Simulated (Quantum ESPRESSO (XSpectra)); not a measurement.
## Se K-edge X-ray absorption spectrum (XANES) of SnSe2 (P-3m1)

```cif
data_Se2Sn
_chemical_formula_sum 'Sn1 Se2'
_space_group_name_H-M_alt 'P 1'
_space_group_IT_number 1
_cell_length_a 3.84190
_cell_length_b 3.84190
_cell_length_c 6.48588
_cell_angle_alpha 90.000
_cell_angle_beta 90.000
_cell_angle_gamma 120.000
loop_
_space_group_symop_operation_xyz
  'x, y, z'
loop_
_atom_site_label
_atom_site_type_symbol
_atom_site_fract_x
_atom_site_fract_y
_atom_site_fract_z
_atom_site_occupancy
Sn1 Sn 0.00000 0.00000 0.00000 1
Se1 Se 0.66667 0.33333 0.75710 1
Se2 Se 0.33333 0.66667 0.24290 1
```

Geometry: Materials Project entry mp-665 (a computed structure). The cell is the entry's, not relaxed again.

Absorber: atom 2, Se on Wyckoff site d (site symmetry 3m.), with 3 Sn at 2.72 Å.

Method: LDA, full core hole, dipole K-edge X-ray absorption, plane waves, Troullier-Martins potentials made with ld1.x and PseudoDojo potentials for the other elements (Perdew-Zunger form enforced), scalar-relativistic, no spin, constant broadening (Quantum ESPRESSO (XSpectra)).

12-atom cell (absorber images 7.5 Å apart), 58 Ry, k meshes 2×2×2 (SCF) and 3×3×3 (spectrum), Lorentzian half width 1.5 eV. The ground-state test found a gap, so occupations are fixed and the excited electron is left out (charged cell on a uniform background); energies count from the highest occupied level. Field directions run: x; z, weighted by the site's symmetry in the crystal. Intensities are scaled to a mean of 1 over 0–35 eV.

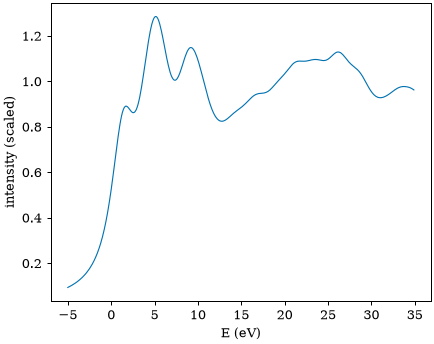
Figure. The computed spectrum

The absolute edge energy is not computed.
